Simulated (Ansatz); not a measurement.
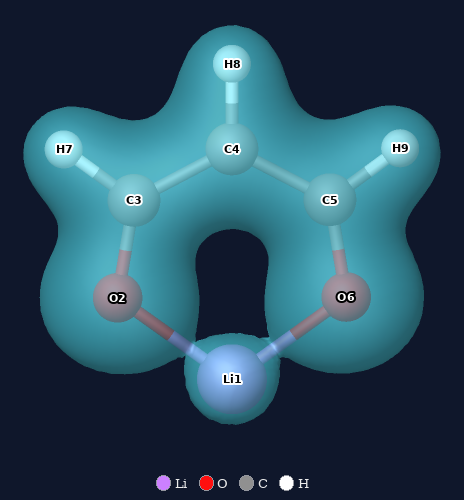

Figure 1: C₃H₃LiO₂. Isosurface of the total electron density at 0.3 e/Å³ (cyan), seen across its widest extent.

Geometry: PBE0-D4/def2-TZVP.

All numbers below come from RKS PBE0-D4/def2-TZVPP in Ansatz.

Input file:

```
crystal:
  periodic: [false, false, false]
  atoms:
    - {symbol: Li, position_ang: [0.061603, 0.870910, -1.978474]}
    - {symbol: O, position_ang: [1.132307, -0.422676, -1.383135]}
    - {symbol: C, position_ang: [0.946463, -0.799990, -0.199625]}
    - {symbol: C, position_ang: [-0.008241, -0.316889, 0.702532]}
    - {symbol: C, position_ang: [-0.932534, 0.693317, 0.412921]}
    - {symbol: O, position_ang: [-1.059785, 1.319061, -0.668689]}
    - {symbol: H, position_ang: [1.604990, -1.599830, 0.176498]}
    - {symbol: H, position_ang: [-0.034064, -0.755208, 1.692143]}
    - {symbol: H, position_ang: [-1.622240, 0.965006, 1.228628]}
basis:
  gaussian: {orbitals: def2-TZVPP}
hamiltonian: {xc: pbe0, dispersion: d4}
output: {orbitals: {seedname: orbitals}}
```

Run with:

```sh
ansatz run in.yaml --threads 2 --pin off --events-out ev --progress --plain --max-ram 32768MiB --backend cpu
```

> How is the density connected at this value?

At this value the surface is in one piece. It bridges the sampled C–O (1.26 Å), C–C (1.40 Å), Li–O (1.78 Å) and C–H (1.08 Å) contacts, where the density stays above the isovalue. On the grid the lowest density along these lines, outside the cores, is 2.6 e/Å³ (C–O, 1.26 Å), 2.1 e/Å³ (C–C, 1.40 Å), 0.44 e/Å³ (Li–O, 1.78 Å) and 1.9 e/Å³ (C–H, 1.08 Å).
